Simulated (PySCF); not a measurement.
Energy landscape of CH₃ (cation, charge +1), singlet: map of symmetric stretch and umbrella angle. Scanned: C-H bond length and angle between the C-H bonds and the threefold axis (90 = planar).

Computed with restricted B3LYP/6-31G*, spherical d in PySCF.

Energy in eV above the lowest grid point; x is the C-H bond length (Å), y the angle between the C-H bonds and the threefold axis (90 = planar) (°).

| y \ x | 0.96 | 1.02 | 1.05 | 1.10 | 1.16 | 1.22 | 1.26 | 1.32 | 1.36 |
|---|---|---|---|---|---|---|---|---|---|
| 130 | 7.187 | 6.137 | 5.831 | 5.573 | 5.581 | 5.838 | 6.108 | 6.616 | 7.003 |
| 126.66 | 6.185 | 5.154 | 4.860 | 4.621 | 4.654 | 4.939 | 5.228 | 5.767 | 6.175 |
| 122.60 | 5.112 | 4.104 | 3.822 | 3.606 | 3.670 | 3.987 | 4.300 | 4.873 | 5.305 |
| 118.87 | 4.256 | 3.267 | 2.996 | 2.801 | 2.891 | 3.237 | 3.568 | 4.172 | 4.623 |
| 113.39 | 3.204 | 2.243 | 1.987 | 1.818 | 1.944 | 2.326 | 2.683 | 3.324 | 3.801 |
| 110.54 | 2.750 | 1.801 | 1.552 | 1.396 | 1.537 | 1.936 | 2.304 | 2.962 | 3.450 |
| 105.62 | 2.110 | 1.179 | 0.941 | 0.803 | 0.967 | 1.389 | 1.773 | 2.456 | 2.960 |
| 101.50 | 1.711 | 0.792 | 0.560 | 0.434 | 0.613 | 1.050 | 1.444 | 2.142 | 2.656 |
| 97.81 | 1.458 | 0.546 | 0.318 | 0.200 | 0.388 | 0.835 | 1.236 | 1.943 | 2.463 |
| 93.29 | 1.280 | 0.374 | 0.149 | 0.035 | 0.230 | 0.685 | 1.090 | 1.803 | 2.328 |
| 90 | 1.241 | 0.337 | 0.112 | 0.000 | 0.197 | 0.652 | 1.058 | 1.773 | 2.299 |

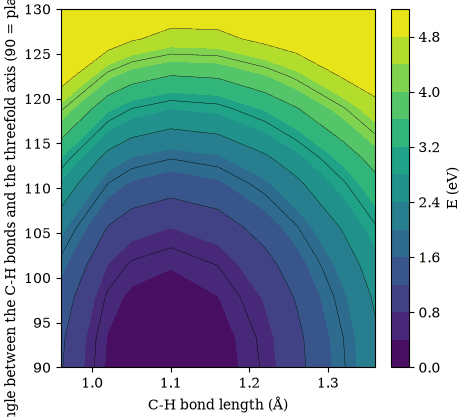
Figure. Energy surface, cut off at 5 eV.

Points that lie below all their neighbours on the grid: x = 1.10, y = 90 on the edge of the grid (0.000 eV).
